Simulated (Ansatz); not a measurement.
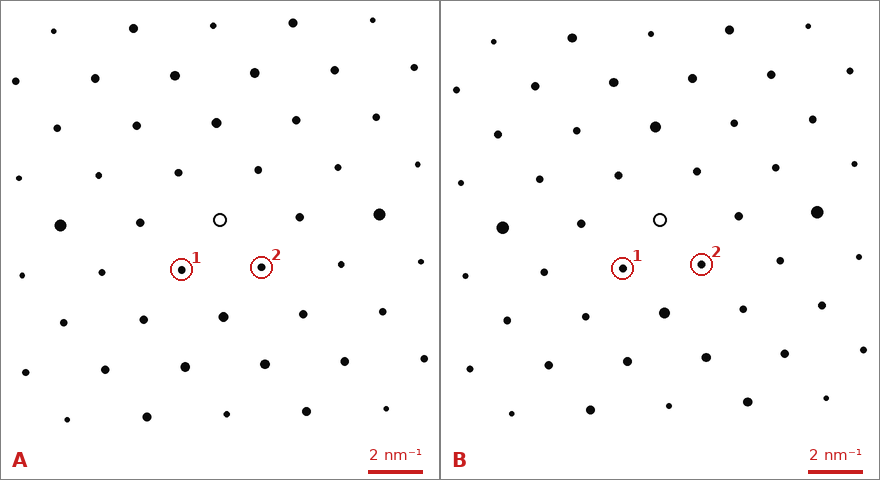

Kinematic electron diffraction patterns (120 kV, B = 0.5 Å², same scale) along [001] of the run's own cell, for the start and the end of one relaxation of KAs3Pt with Ansatz, DFT, PAW plane waves, r2scan. k mesh 7×7×7. The start is a generated model structure, and the relaxation ends in the nearest stationary point of its symmetry, not necessarily the ground state. Spot 1 is -1 0 0 and spot 2 is 0 -1 0 in both.

Start structure:

```
K Pt As
1.0
     0.00000    4.76420    0.00000
     4.76420    0.00000    0.00000
     2.38210    2.38210   -5.34197
K Pt As
1 1 3
Direct
  0.00000 0.00000 0.00000
  0.64790 0.64790 0.70420
  0.40040 0.40040 0.19920
  0.75370 0.25370 0.49260
  0.25370 0.75370 0.49260
```

Which pattern belongs to the start structure, and which to the relaxed one?

Answer. B is the start: its cell gives d(1) = 4.351 Å, d(2) = 4.351 Å and an angle of 80.5°. A is the relaxed structure, with d(1) = 4.220 Å (-3.0 %), d(2) = 4.220 Å (-3.0 %) and 78.8°.

What did the relaxation do to the structure and the energy?

Answer. The volume changed by -12.7 % to 21.17 Å³ an atom; with the mean shift removed, the atoms moved by up to 0.15 Å relative to the cell (As most); the space group stayed I4mm (No. 107); the free energy fell by 130 meV an atom. Relaxed cell: a = 4.702 Å, b = 4.702 Å, c = 5.828 Å, α = 66.21°, β = 66.21°, γ = 90.00°.
